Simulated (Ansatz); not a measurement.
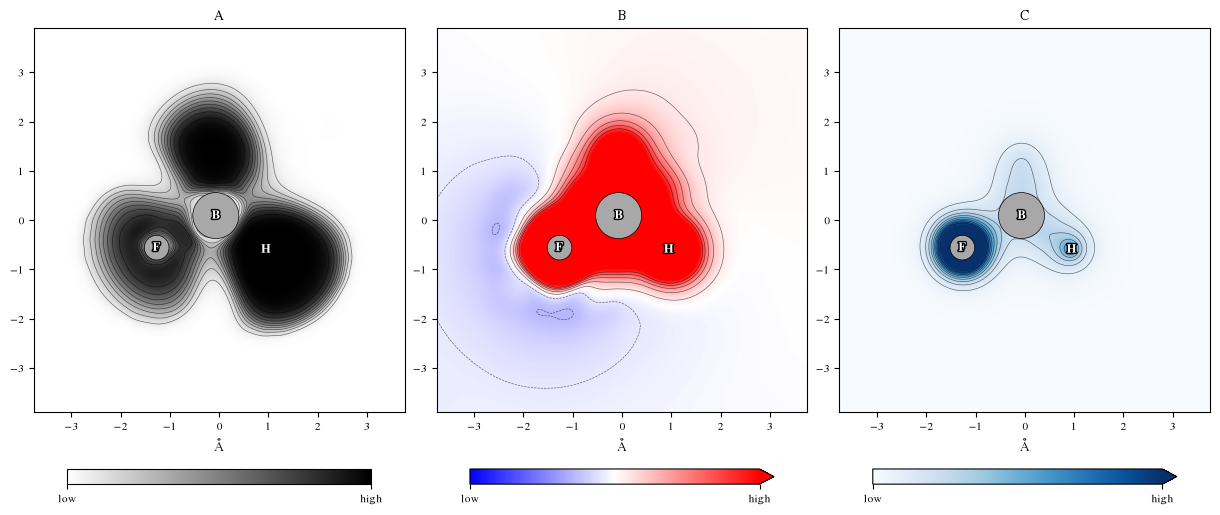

BFH2···H3Si (doublet): 3 fields on the plane of atoms F2, B1 and H4, with unlabelled colour scales. Grey discs cover the atomic cores.

Level of theory: Ansatz 0.2.0, UKS PBE/6-31G*.

Input

```
crystal:
  periodic: [false, false, false]
  atoms:
    - { symbol: B, position_ang: [0.00072, 0.379589, -0.537494] }
    - { symbol: F, position_ang: [-0.003137, -0.103225, 1.931636] }
    - { symbol: H, position_ang: [1.080084, -0.135496, -0.670595] }
    - { symbol: H, position_ang: [-1.078833, -0.134226, -0.673169] }
    - { symbol: Si, position_ang: [-6.6e-05, -0.018257, 3.543088] }
    - { symbol: H, position_ang: [-0.763996, -1.185793, 4.087999] }
    - { symbol: H, position_ang: [1.41475, -0.062822, 4.0303] }
    - { symbol: H, position_ang: [-0.649522, 1.26023, 3.970434] }
magnetization:
  spin_polarized: true
  initial_magnetization: 1
basis:
  gaussian: { orbitals: "6-31G*" }
hamiltonian:
  xc: pbe
relax:
  f_tol: 0.03
  max_steps: 50
output:
  orbitals: {}
```

Run with:

```sh
ansatz run input.yaml --threads 1 --pin off --max-ram 2048MiB --backend cpu --events-out ev --progress --plain --runs-dir out
```

The fields are those of the run's last geometry, not of the input's.

**Match the panels to the quantities (electron density, electron localisation function and electrostatic potential).**

Panel A: electron localisation function. Panel B: electrostatic potential (strongly positive close to the atoms, with negative regions outside electron-rich atoms). Panel C: electron density. From the grid: B–F (1.36 Å): the density is about 1.9 e/Å³ at the midpoint; the ELF peaks at about 0.85 between the atoms; a polar covalent bond. B–H (1.22 Å): ρ is about 1.2 e/Å³ halfway; the ELF climbs to about 1 towards the hydrogen, as it does in any bond to H (an ordinary covalent bond to hydrogen).
